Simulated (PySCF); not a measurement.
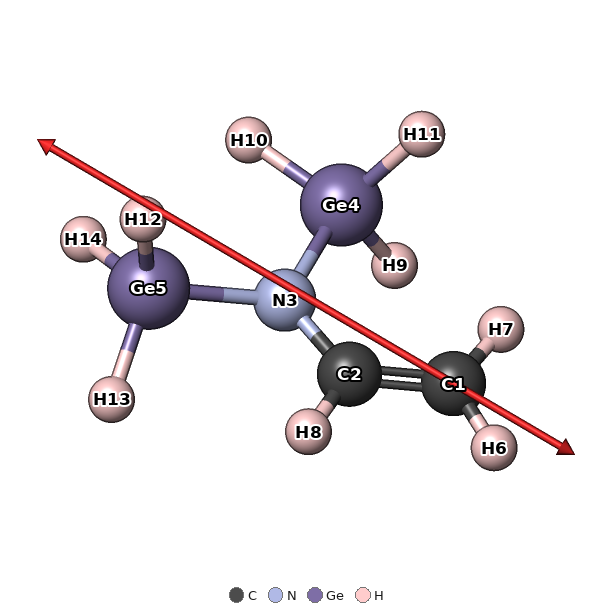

The double arrow shows the direction of the transition dipole to excited singlet state 3 (its length means nothing). The geometry was computed by an optimisation with PBE0-D3(BJ)/def2-SVP. No frequency run is at hand to confirm it as a minimum. Level of theory: TDDFT CAM-B3LYP/def2-SVPD, vertical, gas phase, core orbitals frozen in the response (PySCF 2.14.0).

**How is the transition polarised?**

Close to the long direction C1···Ge5.

**Give its energy, strength and character.**

5.85 eV (212 nm), oscillator strength 0.19, mainly HOMO → LUMO+3 (weight 0.51); transition dipole 2.91 D.
